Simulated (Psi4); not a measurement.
# C2HCl2F (SMILES FC=C(Cl)Cl): CAM-B3LYP/6-31G(d) (spherical functions)

What is the vertical singlet–triplet gap of C2HCl2F at CAM-B3LYP/6-31G* (spherical functions)? 

The results are computed with Psi4 1.11.

**1. The system as given**

C2HCl2F has 6 atoms, charge 0, and is taken as a singlet. SMILES: `FC=C(Cl)Cl`. Geometry: relaxed at PBE0-D4/def2-TZVP.

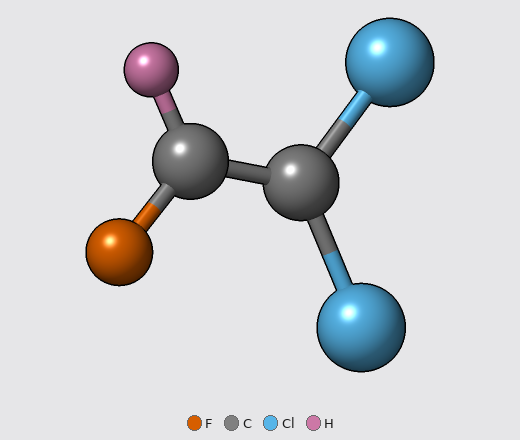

Viewed from a chosen angle; fluorine orange, carbon grey, chlorine blue, hydrogen pink.

**2. A single-point energy at CAM-B3LYP/6-31G(d) (spherical functions)**

run_ase.py

```python
import numpy as np
from ase.calculators.psi4 import Psi4
from ase import Atoms

a = Atoms(['F', 'C', 'C', 'Cl', 'Cl', 'H'], positions=[
    [0.369860, -1.453540, 1.016570],
    [0.335170, -0.183710, 0.639080],
    [-0.249490, 0.193990, -0.489960],
    [-1.002700, -0.907170, -1.549080],
    [-0.269610, 1.845290, -0.936840],
    [0.816790, 0.505150, 1.320220],
])
calc = Psi4(atoms=a, method='cam-b3lyp', basis='6-31G*', memory='2200MB', num_threads=1, charge=0, multiplicity=1, label='psi4-calc')
calc.psi4.set_options({'puream': True, 'e_convergence': 1e-09, 'd_convergence': 1e-08, 'scf_type': 'pk', 'dft_radial_points': 99, 'dft_spherical_points': 590})
a.calc = calc

print(f'energy: {a.get_potential_energy():.6f} eV')
```

The run is started by

```bash
$ python run_ase.py
```

psi4-calc.dat:

```text
[...]
  Running in c1 symmetry.
[...]
  Nuclear repulsion =  265.257491662507050
[...]
  Multiplicity = 1
[...]
  Nalpha       = 28
  Nbeta        = 28
[...]
    Number of basis functions: 80
[...]
   @RKS iter   1: -1096.87897566886340   -7.89189e-02   3.66422e-03 DIIS/ADIIS
[...]
   @RKS iter  12: -1096.92141638055182   -4.54747e-13   4.19782e-09 DIIS
[...]
    Orbital Energies [Eh]
    ---------------------
    Doubly Occupied:
       1A   -101.628379     2A   -101.626483     3A    -24.802107
       4A    -10.376664     5A    -10.368298     6A     -9.561493
       7A     -9.559369     8A     -7.326274     9A     -7.324183
      10A     -7.315476    11A     -7.315352    12A     -7.313412
      13A     -7.313186    14A     -1.330125    15A     -1.022252
      16A     -0.935397    17A     -0.839910    18A     -0.680152
      19A     -0.623615    20A     -0.593421    21A     -0.559763
      22A     -0.520153    23A     -0.479374    24A     -0.470455
      25A     -0.417088    26A     -0.404357    27A     -0.388550
      28A     -0.313440
[...]
  @RKS Final Energy: -1096.92141638055182
   => Energetics <=
    Nuclear Repulsion Energy =            265.2574916625070500
    One-Electron Energy =               -2040.6201654203746330
    Two-Electron Energy =                 737.7050134529974912
    DFT Exchange-Correlation Energy =     -59.2637560756818758
    Empirical Dispersion Energy =           0.0000000000000000
    VV10 Nonlocal Energy =                  0.0000000000000000
    Total Energy =                      -1096.9214163805518183
[...]
 Multipole Moments:
 ------------------------------------------------------------------------------------
     Multipole            Electronic (a.u.)      Nuclear  (a.u.)        Total (a.u.)
 ------------------------------------------------------------------------------------
 L = 1.  Multiply by 2.5417464519 to convert [e a0] to [Debye]
 Dipole X            :         -0.7616804            1.0074456            0.2457652
 Dipole Y            :         -0.8238494            1.0798372            0.2559878
 Dipole Z            :         -1.1433322            1.5147033            0.3713711
 Magnitude           :                                                    0.5136602
[...]
```

On the terminal:

```text
energy: -29848.752100 eV
```

Wall time 12 s (1 thread of Intel Xeon Platinum 8488C (Sapphire Rapids), shared host); peak memory 0.96 GiB.

**3. The triplet: energy and gradient at UCAM-B3LYP/6-31G(d) (spherical functions)**

c2hcl2f.py

```python
import psi4

psi4.set_memory('2200 MB')
psi4.set_num_threads(1)
psi4.core.set_output_file('run.log', False)

m = psi4.geometry("""
0 3
F      0.369860    -1.453540     1.016570
C      0.335170    -0.183710     0.639080
C     -0.249490     0.193990    -0.489960
Cl    -1.002700    -0.907170    -1.549080
Cl    -0.269610     1.845290    -0.936840
H      0.816790     0.505150     1.320220
symmetry c1
""")

psi4.set_options({
    'reference': 'uks',
    'puream': True,
    'e_convergence': 1e-09,
    'd_convergence': 1e-08,
    'scf_type': 'pk',
    'dft_radial_points': 99,
    'dft_spherical_points': 590,
    'maxiter': 100,
})

e_tot, wfn = psi4.gradient('cam-b3lyp/6-31G*', molecule=m, return_wfn=True)
psi4.oeprop(wfn, 'MULLIKEN_CHARGES', 'WIBERG_LOWDIN_INDICES', 'DIPOLE')
print('gradient / Eh bohr^-1')
print(e_tot.np.round(6))
print(f'energy = {wfn.energy():.10f} Eh')
```

The run is started by

```bash
$ python c2hcl2f.py
```

run.log (excerpt; [...] marks lines left out):

```text
[...]
  Running in c1 symmetry.
[...]
  Nuclear repulsion =  265.257491662507050
[...]
  Multiplicity = 3
[...]
  Nalpha       = 29
  Nbeta        = 27
[...]
    Number of basis functions: 80
[...]
   @UKS iter   1: -1096.71276825798213    8.72885e-02   3.86845e-03 DIIS/ADIIS
[...]
   @UKS iter  14: -1096.77268818688071   -2.72848e-12   5.05741e-09 DIIS
[...]
   @S^2 Observed:                2.007706248E+00
[...]
  @UKS Final Energy: -1096.77268818688071
   => Energetics <=
    Nuclear Repulsion Energy =            265.2574916625070500
    One-Electron Energy =               -2040.3458714545097337
    Two-Electron Energy =                 737.6099928414213309
    DFT Exchange-Correlation Energy =     -59.2943012362991908
    Empirical Dispersion Energy =           0.0000000000000000
    VV10 Nonlocal Energy =                  0.0000000000000000
    Total Energy =                      -1096.7726881868804867
[...]
  -Total Gradient:
     Atom            X                  Y                   Z
    ------   -----------------  -----------------  -----------------
       1        0.004284215245     0.009772821200     0.005163075927
       2       -0.094176486688     0.033190406461    -0.174990285821
       3        0.094420636043    -0.051537665486     0.179983748828
       4       -0.002233792697     0.000727973296    -0.004141414234
       5       -0.002670758601     0.006070777652    -0.006233075697
       6        0.000375358942     0.001769790328     0.000217932463
[...]
 Multipole Moments:
 ------------------------------------------------------------------------------------
     Multipole            Electronic (a.u.)      Nuclear  (a.u.)        Total (a.u.)
 ------------------------------------------------------------------------------------
 L = 1.  Multiply by 2.5417464519 to convert [e a0] to [Debye]
 Dipole X            :         -0.8847626            1.0074456            0.1226830
 Dipole Y            :         -0.7875171            1.0798372            0.2923202
 Dipole Z            :         -1.3703128            1.5147033            0.1443905
 Magnitude           :                                                    0.3483545
[...]
  Mulliken Charges: (a.u.)
   Center  Symbol    Alpha    Beta     Spin     Total
       1     F     4.67088  4.56916  0.10172 -0.24004
       2     C     3.39999  2.44321  0.95678  0.15679
       3     C     3.53760  2.70962  0.82798 -0.24723
[...]
```

The script printed:

```text
gradient / Eh bohr^-1
[[ 0.004284  0.009773  0.005163]
 [-0.094176  0.03319  -0.17499 ]
 [ 0.094421 -0.051538  0.179984]
 [-0.002234  0.000728 -0.004141]
 [-0.002671  0.006071 -0.006233]
 [ 0.000375  0.00177   0.000218]]
energy = -1096.7726881869 Eh
```

Wall time 28 s (1 thread of Intel Xeon Platinum 8488C (Sapphire Rapids), shared host); peak memory 0.95 GiB.

**4. Summary of results**

Level: CAM-B3LYP/6-31G* (spherical functions).

```
                                        quantity           value
                           singlet: total energy  -1096.92142 Eh
                          singlet: dipole moment          1.31 D
                            singlet: HOMO energy        -8.53 eV
                            singlet: LUMO energy         1.17 eV
                          singlet: HOMO–LUMO gap         9.70 eV
                           triplet: total energy  -1096.77269 Eh
                          triplet: dipole moment          0.89 D
     triplet: HOMO energy (highest over α and β)        -4.65 eV
      triplet: LUMO energy (lowest over α and β)        -2.90 eV
                                   triplet: ⟨S²⟩           2.008
               triplet: largest force on an atom     10.782 eV/Å
vertical energy of the triplet above the singlet        4.047 eV
```

In words: At this shape the triplet lies 4.05 eV (390 kJ/mol) above the singlet.
